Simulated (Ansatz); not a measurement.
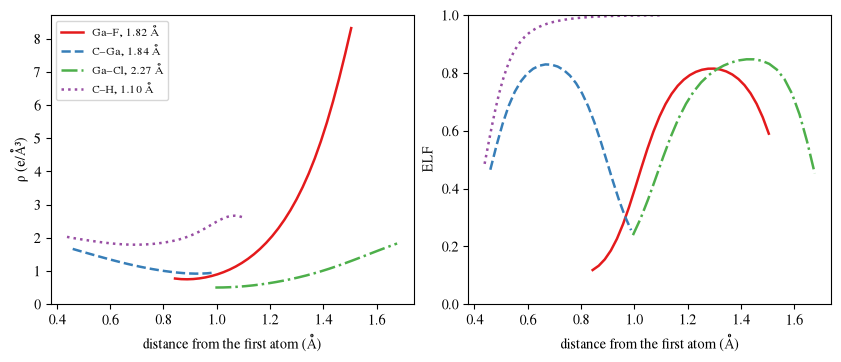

The picture shows: CH2ClFGa (charge −1). Electron density and electron localisation function along straight lines between neighbouring atoms. The curves leave out the atomic cores.

Geometry: B3LYP-D3(BJ)/def2-SVPD.

The calculation used isolated molecule in a Gaussian basis; Kohn-Sham density functional theory, functional PBE0 in Ansatz.

```xyz
6

C     0.5285   -1.7138   -0.4583
Cl    0.0515    0.4938    2.4687
F    -1.8735    0.5196   -0.0770
Ga   -0.4699   -0.4970    0.4901
H     1.2491   -2.3279    0.0920
H     0.0589   -2.1986   -1.3215
```

Q: Compare the contacts.

A: Ga–F (1.82 Å): the density is about 0.76 e/Å³ at the midpoint; the ELF peaks at about 0.80 in the valence shell of F, 0.5 Å from its nucleus, and is about 0.20 at the midpoint.
C–Ga (1.84 Å): the density is about 0.92 e/Å³ at the midpoint; the ELF peaks at about 0.85 in the valence shell of C, 0.7 Å from its nucleus, and is about 0.45 at the midpoint.
Ga–Cl (2.27 Å): ρ is about 0.57 e/Å³ halfway; the ELF peaks at about 0.85 in the valence shell of Cl, 0.9 Å from its nucleus, and is about 0.60 at the midpoint.
C–H (1.10 Å): the density is about 1.9 e/Å³ at the midpoint; the ELF climbs to about 1 towards the hydrogen, as it does in any bond to H: a covalent bond by its length.
